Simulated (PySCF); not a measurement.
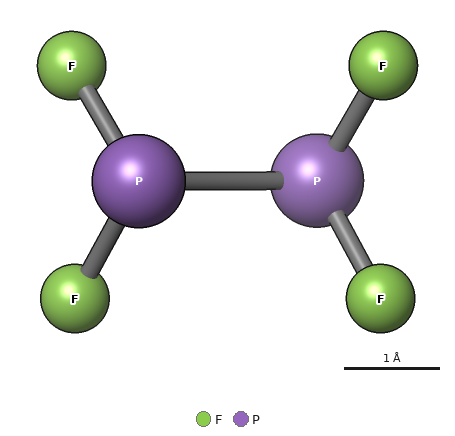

Figure 1. The structure (ball-and-stick view, seen on its broad side). Bond lengths as drawn: F–P 1.61 to 1.62 Å and P–P 2.28 Å.

# NMR shielding calculation, with input and output: P$_{2}$F$_{4}$

P$_{2}$F$_{4}$, SMILES FP(F)P(F)F, computed with GIAO CAM-B3LYP/pcSseg-2 NMR shielding, non-relativistic, gas phase (PySCF 2.14.0).

The geometry comes from this level: PBE0-D3(BJ)/def2-SVP. Figures and captions count atoms from 1; the log counts them from 0 in places.

**Output**
```
coarse grid: 7592 points
cycle   1  E = -1082.1849150612  dE =  6.403e-01  |g| = 1.039e+00  |ddm| = 2.063e+00
cycle   2  E = -1082.0375965076  dE =  1.473e-01  |g| = 1.493e+00  |ddm| = 1.113e+00
cycle   3  E = -1082.3559508123  dE = -3.184e-01  |g| = 6.234e-02  |ddm| = 5.958e-01
cycle   4  E = -1082.3565517904  dE = -6.010e-04  |g| = 1.481e-02  |ddm| = 5.793e-02
cycle   5  E = -1082.3566036896  dE = -5.190e-05  |g| = 2.238e-03  |ddm| = 1.698e-02
cycle   6  E = -1082.3566058567  dE = -2.167e-06  |g| = 8.978e-04  |ddm| = 4.057e-03
final grid: 70272 points
cycle   7  E = -1082.3456527350  dE = -2.062e-05  |g| = 2.800e-03  |ddm| = 8.692e-03
cycle   8  E = -1082.3456521486  dE =  5.864e-07  |g| = 3.417e-03  |ddm| = 2.161e-03
cycle   9  E = -1082.3456536748  dE = -1.526e-06  |g| = 2.736e-04  |ddm| = 1.267e-03
cycle  10  E = -1082.3456536852  dE = -1.040e-08  |g| = 7.836e-05  |ddm| = 1.686e-04
cycle  11  E = -1082.3456536860  dE = -7.949e-10  |g| = 4.721e-05  |ddm| = 6.154e-05
cycle  12  E = -1082.3456536863  dE = -3.647e-10  |g| = 5.705e-06  |ddm| = 2.522e-05
```

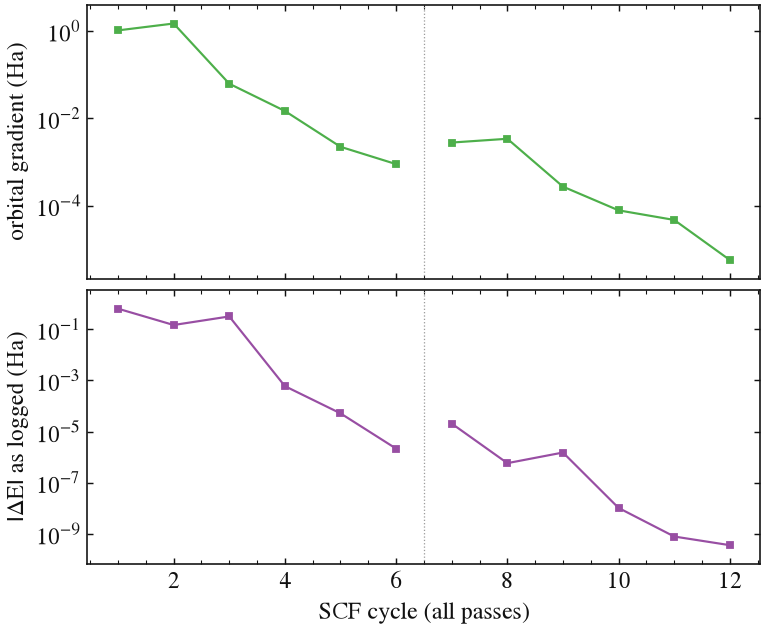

Figure 2. Convergence of the self-consistent field: orbital gradient and size of the energy change against the SCF cycle. The dotted line marks the change from a coarse to the final integration grid. The first 6 cycles use a coarse grid, the final grid takes over at cycle 7, and the field converges after 12 cycles in all.

```
converged SCF energy = -1082.3456536863

GIAO shielding tensors (ppm)
atom      isotropic    diamagn.    paramagn.     s11        s22        s33       span
  0 F      296.499     468.768    -172.269     91.868    291.417    506.213    414.345
  1 P       30.213     958.171    -927.958    -89.402    -68.829    248.870    338.272
  2 F      295.888     468.667    -172.778     91.866    291.976    503.823    411.958
  3 P       30.586     958.173    -927.587    -89.466    -68.914    250.137    339.603
  4 F      295.824     468.639    -172.815     92.193    292.876    502.403    410.210
  5 F      296.535     468.754    -172.220     92.451    291.880    505.272    412.821
```

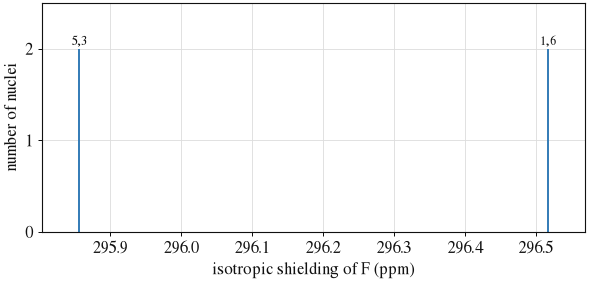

Figure 3. Isotropic shieldings of the fluorine nuclei in this fixed geometry, labelled by atom number; shielding grows to the right, so chemical shift grows to the left. The least shielded is F5 (295.8 ppm), the most shielded F6 (296.5 ppm).

The run was set up as follows.

**Input**
```
{"job": {"kind": "nmr", "xc": "CAM-B3LYP", "basis": "pcSseg-2", "pop": false}, "charge": 0, "multiplicity": 1}
F     -1.239225    -0.977745    -1.285124
P     -0.483181    -1.024541     0.142288
F     -1.677756    -0.462194     1.072806
P      0.486895     1.013878    -0.140919
F      1.280798     0.976126     1.264498
F      1.655819     0.444402    -1.099161
```

The first line tells a small driver script what to run in PySCF; the rest is the geometry in Å.

Launch command:
```bash
OMP_NUM_THREADS=1 python <driver script> task.json out
```

**Key numbers**

```json
{"quantity": "outcome", "value": "converged"}
{"quantity": "total energy", "value": "−1082.345654 hartree"}
{"quantity": "HOMO", "value": "−8.80 eV"}
{"quantity": "LUMO", "value": "−0.85 eV"}
{"quantity": "dipole moment", "value": "0.05 D"}
{"quantity": "isotropic shielding, F", "value": "295.8 to 296.5 ppm"}
{"quantity": "isotropic shielding, P", "value": "30.2 to 30.6 ppm"}
{"quantity": "hardware", "value": "1 CPU thread, shared host"}
{"quantity": "wall time", "value": "20 s"}
{"quantity": "peak memory", "value": "1.2 GiB"}
```
